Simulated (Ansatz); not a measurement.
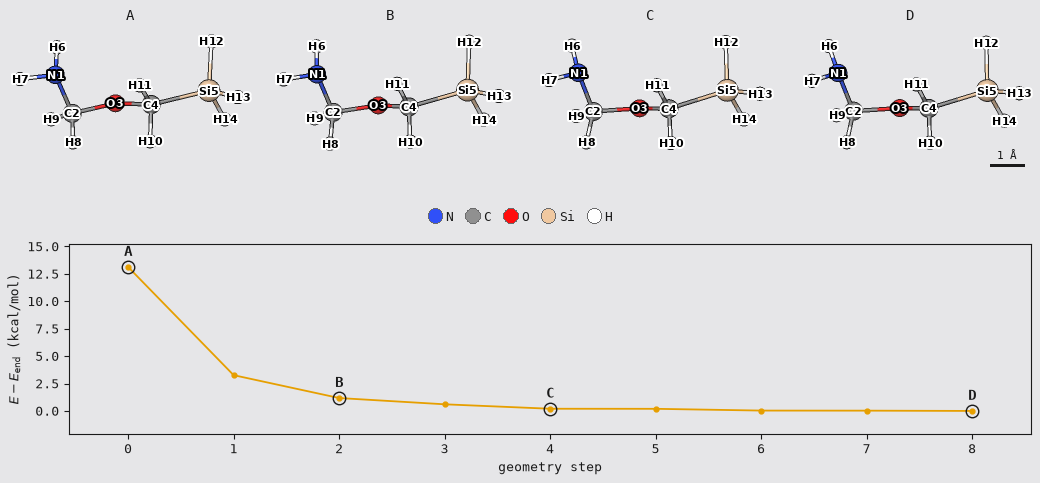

Frames of a relaxation of C₂H₉NOSi (coarse preliminary run), marked on the history of the run. A ball-and-stick model, seen face on.

The start comes from a force field.

These are results of RKS PBE-D4/def2-SVP in Ansatz 0.2.0, not measurements.

The input:
```yaml
crystal:
  periodic: [false, false, false]
  atoms:
    - {symbol: N, position_ang: [-1.066500, 1.709500, 0.994600]}
    - {symbol: C, position_ang: [-1.459400, 0.857700, -0.101600]}
    - {symbol: O, position_ang: [-0.308100, 0.335800, -0.694300]}
    - {symbol: C, position_ang: [0.353000, -0.741900, 0.077200]}
    - {symbol: Si, position_ang: [1.892900, -1.472900, -0.576500]}
    - {symbol: H, position_ang: [-0.419900, 2.421300, 0.621000]}
    - {symbol: H, position_ang: [-1.905500, 2.312400, 1.226000]}
    - {symbol: H, position_ang: [-2.087000, 0.078300, 0.227800]}
    - {symbol: H, position_ang: [-1.972100, 1.440700, -0.839700]}
    - {symbol: H, position_ang: [-0.457800, -1.560400, 0.134200]}
    - {symbol: H, position_ang: [0.442200, -0.417800, 1.131000]}
    - {symbol: H, position_ang: [2.989200, -0.433400, -0.561900]}
    - {symbol: H, position_ang: [2.286900, -2.553800, 0.304800]}
    - {symbol: H, position_ang: [1.699200, -2.004700, -1.913800]}
basis:
  gaussian: {orbitals: def2-SVP}
hamiltonian: {xc: pbe, dispersion: d4}
relax: {f_tol: 0.03, max_steps: 200}
```

Run as
```bash
ansatz run in.yaml --threads 4 --pin off --events-out ev --progress --plain --max-ram 10444MiB
```

**Describe the path.**

The largest move after the best rigid fit is that of H7, 0.58 Å. By element the largest moves are H 0.58 Å, O 0.19 Å, C 0.17 Å, N 0.14 Å, Si 0.05 Å. Among the contacts that change: C4–Si5 1.826 → 1.901 Å, C2–H8 1.053 → 1.119 Å, O3–C4 1.481 → 1.422 Å, Si5–H13 1.449 → 1.507 Å. Bond angles that change, for instance: O3–C4–Si5 118.8° → 108.0°, H6–N1–H7 100.5° → 108.9°, O3–C4–H10 103.2° → 111.3°. Groups turn about N1–C2 by about 40°. Over 8 geometry steps the energy falls by 13.1 kcal/mol. The largest force component goes from 3.7 to 0.025 eV/Å. Cost: 13 s on 4 threads of Arm Neoverse V2 (shared host). From step 0 to 2: H atoms move most (0.22 Å), energy −12.0 kcal/mol. From step 2 to 4: H7 moves most (0.24 Å), energy −0.98 kcal/mol. From step 4 to 8: H7 moves most (0.13 Å), energy −0.20 kcal/mol.

```tsv
step	E − E(0), kcal/mol	largest force component, eV/Å
0	0.00	3.7299
1	-9.87	1.1591
2	-11.95	0.3369
3	-12.52	0.3112
4	-12.93	0.2733
5	-12.93	0.4833
6	-13.10	0.0739
7	-13.10	0.0691
8	-13.13	0.0247
```
